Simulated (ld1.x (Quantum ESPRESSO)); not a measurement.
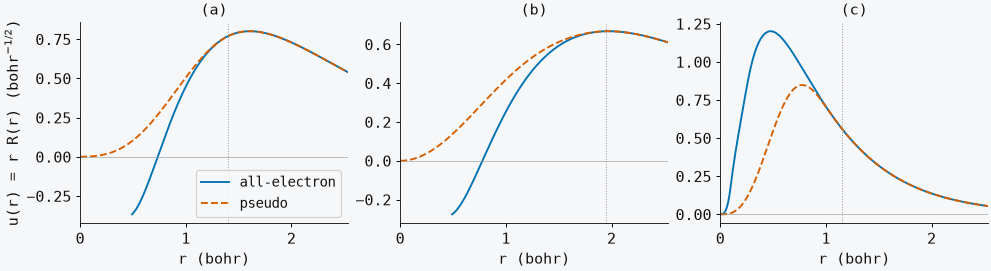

Partial waves u(r) = r R(r), all-electron (solid) and pseudo (dashed). Dotted lines mark the matching radii. The all-electron curves start outside the innermost oscillations, which aren't drawn.

ld1.x (Quantum ESPRESSO) 7.5, LDA (PZ), scalar-relativistic. The levels are (a) -14.70 eV, (b) -5.35 eV, (c) -40.89 eV.

### Which element and which shells are these?

Arsenic (As), core [Ar], valence 3d10 4s2 4p3 (neutral): (a) 4s, (b) 4p, (c) 3d.

### Are the pseudo-waves norm-conserving?

No. It is an ultrasoft set: the norm inside the radius is free, and the augmentation charge carries the difference.

The potential isn't sound: its ghost test gives ghost state below the valence levels: s at -393.0 eV.
